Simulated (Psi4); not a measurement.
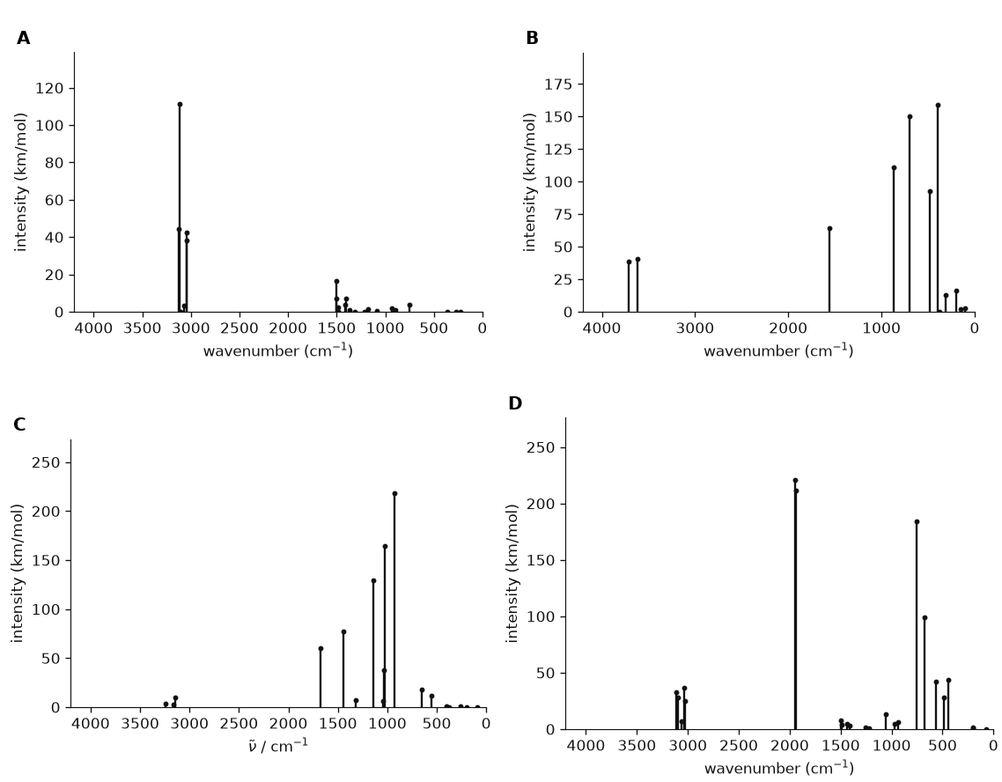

Unscaled harmonic wavenumbers and double-harmonic intensities, PBE0/def2-TZVP (dispersion D4) in Psi4 1.11, at a geometry relaxed at this level, isolated molecule. Modes within 2 cm⁻¹ of each other count as one line, with their intensities summed.

Which panel belongs to which molecule?
1. AlNH₂Br₂, SMILES [NH2][Al]([Br])[Br], singlet
2. C₂H₃BCl₂, SMILES C=CB(Cl)Cl
3. C₃H₈, SMILES CCC
4. C₂H₇Ga, SMILES C[CH2][GaH2], singlet

A: 3 (most intense lines at 3117.4, 3120.5 and 3039.5 cm⁻¹)
B: 1 (most intense lines at 392.8, 694.3 and 865.6 cm⁻¹)
C: 2 (most intense lines at 924.2, 1025.3 and 1141.6 cm⁻¹)
D: 4 (most intense lines at 1944.4, 1942.2 and 756.9 cm⁻¹)

Limits of at least one run: one conformer of a flexible molecule.
